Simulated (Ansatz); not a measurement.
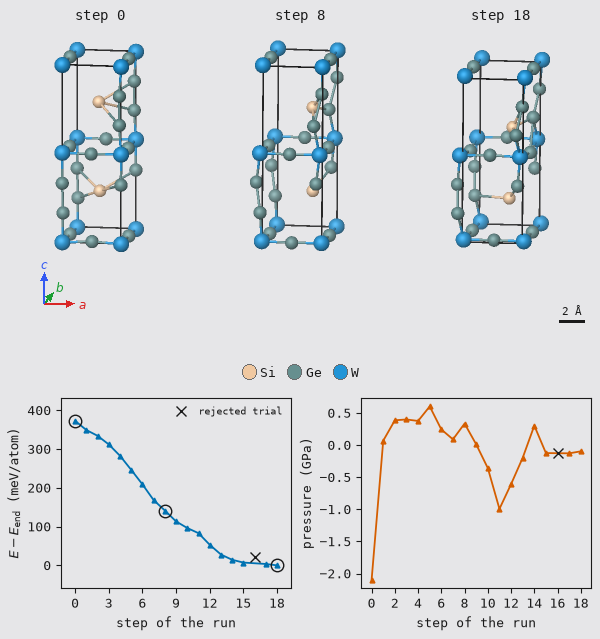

Frames of a relaxation of solid SiGe₄W (a generated structure, set up in P1) (coarse preliminary run), marked on the history of the run. Style: ball-and-stick. Shown: the cell of the calculation, reduced to other axes, slightly off an axis. Lengths and directions refer to the drawn axes.

Computed with Ansatz, DFT PBE, scalar-relativistic, plane waves, PAW.

The input:
```yaml
crystal:
  lattice:
    - [4.894406889, 0.0756311434, -0.0001215304]
    - [0.0756311434, 4.814590266, -0.058369713]
    - [-0.0003676168, -0.1765622688, 14.6889981326]
  atoms:
    - { symbol: Si, position: [0.4871829998, 0.5025282308, 0.2468888687] }
    - { symbol: Si, position: [0.5008745979, 0.5161268492, 0.7494039678] }
    - { symbol: Ge, position: [0.5049268504, 1.0068869182, -0.0006515205] }
    - { symbol: Ge, position: [0.5042224703, 0.9955528248, 0.5044965145] }
    - { symbol: Ge, position: [1.008402126, 0.5068400137, -0.0062259615] }
    - { symbol: Ge, position: [0.9995796587, 0.494923885, 0.4991915073] }
    - { symbol: Ge, position: [0.0048662481, -0.0261332688, 0.1691423415] }
    - { symbol: Ge, position: [0.0010842068, 0.0015604302, 0.6695987261] }
    - { symbol: Ge, position: [0.9926110889, -0.0243063187, 0.3320827282] }
    - { symbol: Ge, position: [0.9957608299, 0.0176574243, 0.8359881702] }
    - { symbol: W, position: [0.9949691702, 0.0059984917, 0.0020812385] }
    - { symbol: W, position: [1.005519753, 0.0023645195, 0.4980034193] }
basis:
  ecutwfc: 420
kpoints:
  mp_grid: { grid: [4, 4, 2] }
hamiltonian:
  xc: pbe
scf:
  occupations: { method: gaussian, width: 0.2 }
  lower_state_search: "off"
output:
  forces: true
  stress: true
  eigenvalues: true
relax:
  adjacent_minimum: "off"
  f_tol: 0.025
  max_steps: 60
  cell: { stress_tol: 0.25 }
```

Run as
```bash
ansatz run input.yaml --threads 1 --pin off --max-ram 2560MiB --backend cpu --events-out ev --progress --plain --runs-dir out
```

What happens along the run?

Answer. The run was cut off at its time limit before the relaxation converged, so the last structure is only a point on the way. After 17 accepted moves (18 points after the start) the energy has fallen by 373 meV per atom. Largest force component: 1.2 eV/Å at the start, 0.14 eV/Å at the end. Pressure: −2.10 GPa at the start and −0.10 GPa at the end. The line search rejected the trial step at point 16 of the run. The atom that moves furthest relative to the cell is Si1 (1.77 Å along [3 −2 −1]). Largest moves by element: Si 1.77 Å, Ge 1.24 Å, W 0.52 Å. Cell: a 4.816 → 4.891 Å (+1.6 %), b 4.895 → 4.913 Å (+0.4 %), c 14.690 → 13.376 Å (−8.9 %), α 90.0° → 83.9°, β 88.6° → 89.1°, γ 88.2° → 83.8°. Volume −8.2 %. Among the contacts that change: Si1–W12 4.918 → 2.599 Å, Si2–Ge8 3.605 → 4.969 Å, Si2–Ge10 3.679 → 2.430 Å, Si2–Ge8 (another image) 3.549 → 2.405 Å. New bonds form: Si1–W12 (4.92 → 2.60 Å). Bond angles that change, for instance: Ge7–Ge9–W12 175.9° → 104.0°, Ge8–Ge10–W11 176.8° → 120.5°, Ge10–Ge8–W12 178.1° → 132.9°. The space group stays P1 (No. 1). From step 0 to 8: Si1 moves most (1.13 Å), volume −1.9 %, energy −231 meV per atom. From step 8 to 18: Si1 moves most (1.06 Å), volume −6.4 %, energy −142 meV per atom.
